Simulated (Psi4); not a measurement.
GeH₂, SMILES [GeH2], singlet, geometry in Å:

```xyz
3

Ge    -0.5702     0.4052    -0.2638
H      0.7910     0.7477     0.5138
H     -0.2124    -1.1589    -0.2462
```

Unscaled harmonic wavenumbers and double-harmonic intensities, B3LYP/def2-SVP (dispersion D3(BJ)) in Psi4 1.11, at a geometry relaxed at this level, isolated molecule. Lorentzian lines of 12 cm⁻¹ full width. Close modes add up in the curve.

Which lines are the most intense, and is the structure a minimum?

The most intense lines lie at 1897.2 cm⁻¹ (358.4 km/mol), 1887.3 cm⁻¹ (323.9 km/mol) and 939.0 cm⁻¹ (64.2 km/mol). It has no imaginary mode, so it is a minimum.

```
  cm⁻¹  km/mol
 939.0    64.2
1887.3   323.9
1897.2   358.4
```

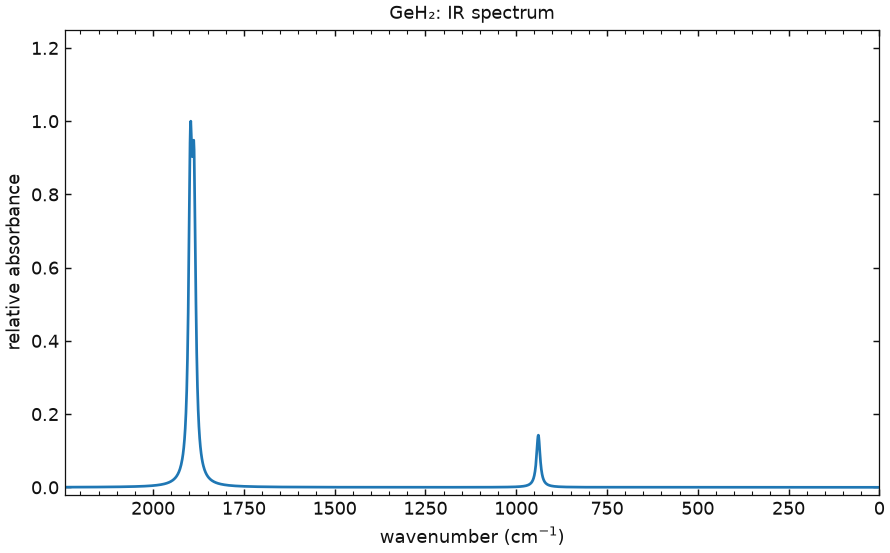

Note: closed-shell singlet; other spin states weren't compared here; double-zeta basis.
